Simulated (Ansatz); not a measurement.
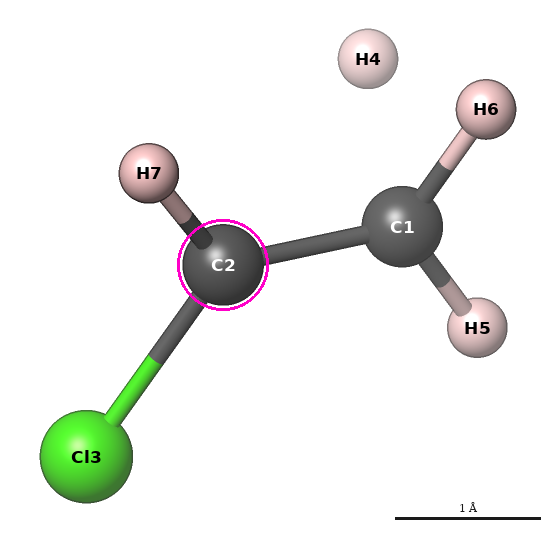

(Drawn from a calculation with Ansatz.)

Orthographic view. Atoms fade into the background with distance from the viewer. The species is neutral and a spin doublet. Geometry: start.

### Name the neighbours of the circled atom.

The circled atom is C2; it is bonded to C1, Cl3, H7.

### Which atom is farthest from the viewer?

H4, 1.6 Å behind the mean position.

### Of C1 and H5, which is nearer the viewer?

C1; the bond to H5 points away from the viewer, so it looks shorter than its 1.09 Å.

### Which atom is nearest the viewer?

H7, 1.2 Å in front of the mean position.
